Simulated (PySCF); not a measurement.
Dimethyl sulfide, C2H6S, SMILES CSC, PBE0/def2-SVP optimised geometry. Atoms within 1.6 Å of the plane z = 0.0 Å (x, y, z in Å): C1 (-0.22, -0.55, 0.00), S2 (-0.88, 1.13, 0.00), C3 (-0.21, 1.73, -1.56), H4 (0.88, -0.55, 0.00), H5 (-0.57, -1.03, 0.92), H6 (-0.58, -1.13, -0.86), H7 (0.90, 1.72, -1.56).

Calculation: PBE0/def2-TZVP in PySCF. Cells within 0.4 Å of a nucleus heavier than hydrogen are left out (blank, or x).

Map of the deformation density (molecule minus spherical neutral atoms) (e/bohr³) on the plane z = 0.0 Å:

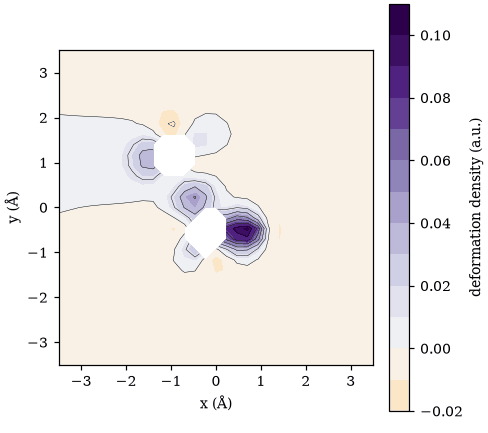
*Deformation density (molecule minus spherical neutral atoms) (e/bohr³) on the plane z = 0.0 Å.*
